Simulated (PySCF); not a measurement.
```xyz
20

C    -0.9073    1.8662   -0.0882
N    -0.8313    0.9304   -1.1886
Si   -0.7420   -0.7928   -0.9438
Si   -2.6319   -1.7453    0.1000
Si    1.1524   -1.2924    0.3584
Si    2.8486    0.2508   -0.1079
O     2.3813    1.6719    0.6525
H    -0.7511    2.8956   -0.4487
H    -0.0953    1.6690    0.6299
H    -1.8681    1.8491    0.4641
H    -1.3510    1.2269   -2.0086
H    -0.5740   -1.4174   -2.2949
H    -3.8787   -1.5451   -0.7074
H    -2.4378   -3.2159    0.3106
H    -2.8455   -1.1096    1.4394
H     1.6199   -2.6767    0.0219
H     0.8464   -1.2583    1.8248
H     4.1802   -0.2138    0.4017
H     2.9958    0.4467   -1.5869
H     2.8387    2.4736    0.3822
```

Geometry: PBE0-D3(BJ)/def2-SVP.

Theory: PySCF 2.14.0, PBE0/pcSseg-1, SCF density, gas phase, non-relativistic.

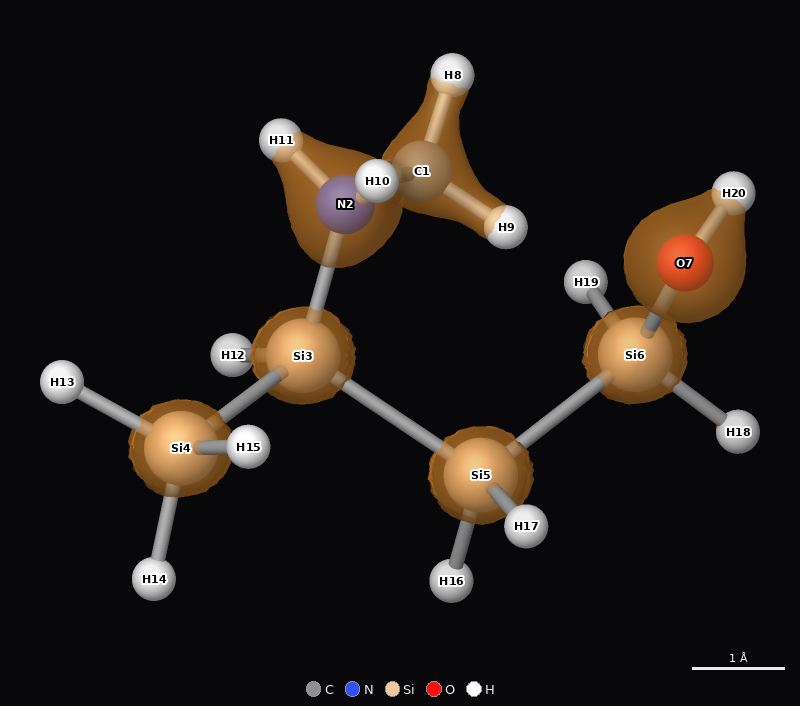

CH13NOSi4. Isosurface of the total electron density at 1.5 e/Å³ (orange), seen at a tilt.

Question: How is the density connected at this value?

Answer: At this value the surface falls into 14 separate pieces. It bridges the sampled C–N (1.45 Å) contacts, where the density stays above the isovalue. It is pinched off along the sampled Si–O (1.68 Å), Si–N (1.74 Å) and Si–Si (2.34 Å) contacts. On the grid the lowest density along these lines, outside the cores, is 1.8 e/Å³ (C–N, 1.45 Å), 0.9 e/Å³ (Si–O, 1.68 Å), 0.87 e/Å³ (Si–N, 1.74 Å) and 0.64 e/Å³ (Si–Si, 2.34 Å).
